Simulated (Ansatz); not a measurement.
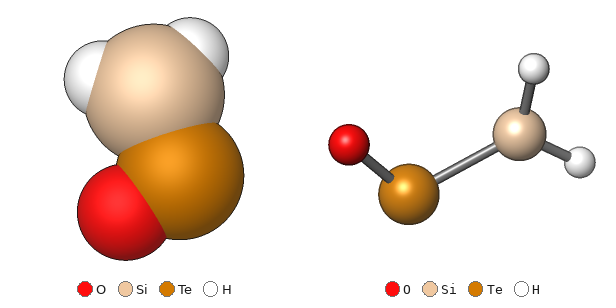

The same structure drawn twice, from different directions.

**Which formula does it have?**

H2OSiTe, 5 atoms: 2 hydrogen, 1 oxygen, 1 silicon and 1 tellurium.

**Give the symmetry (Schoenflies symbol).**

Cs.

**Count the bonded pairs by element.**

2 Si–H, 1 O–Te, 1 Si–Te. Sticks follow a distance rule.

**How many sets of symmetry-equivalent atoms are there?**

5: 1 O, 1 Si, 1 Te, 1 H, 1 H.

More results for the same structure follow; atom numbers are the same in all pictures, views and colours differ. The computed structure is the end point of a PBE0-D4/def2-TZVP optimisation. No frequency run is at hand to confirm it as a minimum.

Geometry

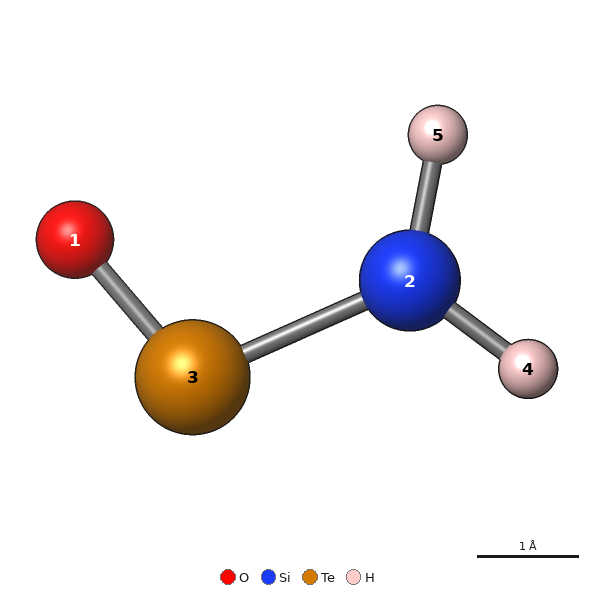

Atoms carry their numbers in the input. No frequency run is at hand to confirm it as a minimum.

Estimate the angles Te3–Si2–H4, Te3–Si2–H5, H4–Si2–H5, O1–Te3–Si2.

```csv
angle,degrees
Te3–Si2–H4,119.4
Te3–Si2–H5,124.5
H4–Si2–H5,116.1
O1–Te3–Si2,106.8
```

Dipole moment

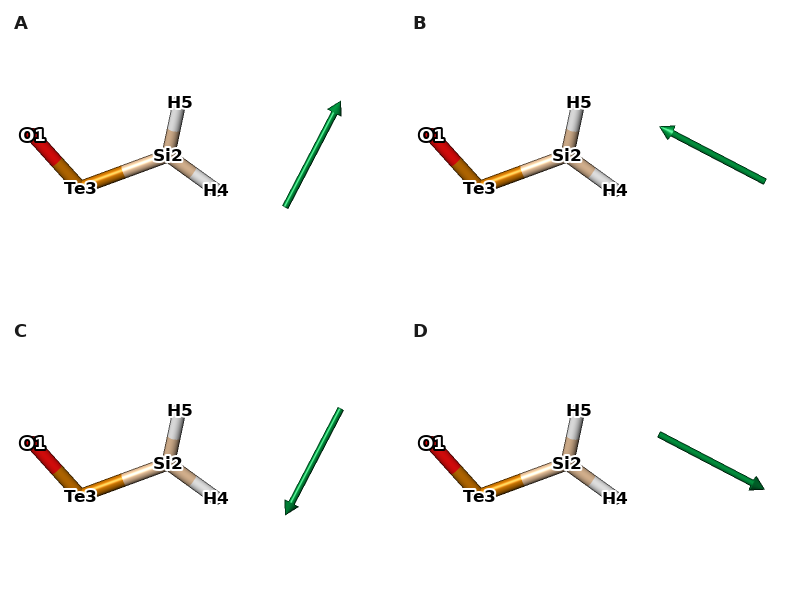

The same molecule four times, each with an arrow. No frequency run is at hand to confirm it as a minimum. Level of theory: RKS PBE0-D4/def2-TZVP, core potentials on Te (Ansatz 0.2.0).

**Which arrow points along the dipole moment, from the negative to the positive end?**

D. The dipole moment is 4.41 D; it points from the side of O1 to the side of H4 (the outermost atoms at the two ends).

Electronic properties

No frequency run is at hand to confirm it as a minimum. Method: RKS PBE0-D4/def2-TZVPP, core potentials on Te (Ansatz 0.2.0).

Computed properties:

- HOMO energy (Kohn–Sham orbital): −6.37 eV
- LUMO energy (Kohn–Sham orbital): −3.05 eV
- HOMO–LUMO gap: 3.32 eV

Charges

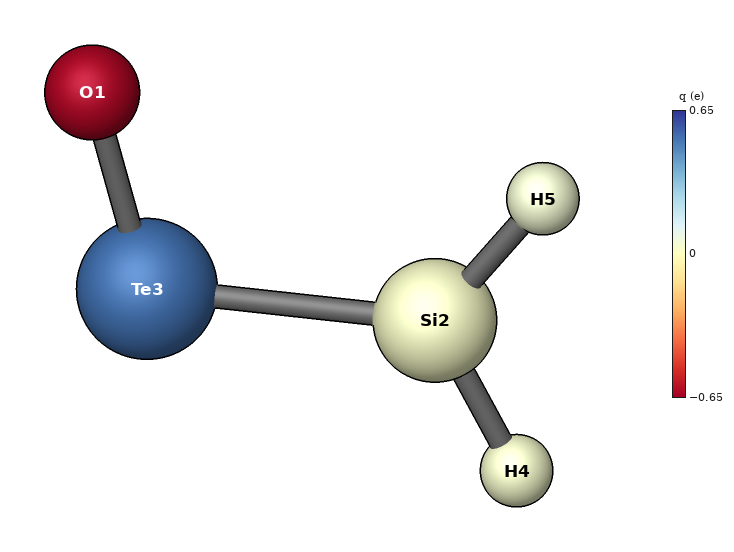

Atoms are coloured by their Mulliken charges. No frequency run is at hand to confirm it as a minimum. Properties computed with RKS PBE0-D4/def2-TZVP, core potentials on Te (Ansatz 0.2.0).

Give the Mulliken charges atom by atom.

| atom | value (e) |
| --- | --- |
| O1 | −0.62 |
| Si2 | 0.02 |
| Te3 | 0.52 |
| H4 | 0.03 |
| H5 | 0.05 |

Mulliken values depend strongly on the basis set and can even reverse the polarity of a bond.
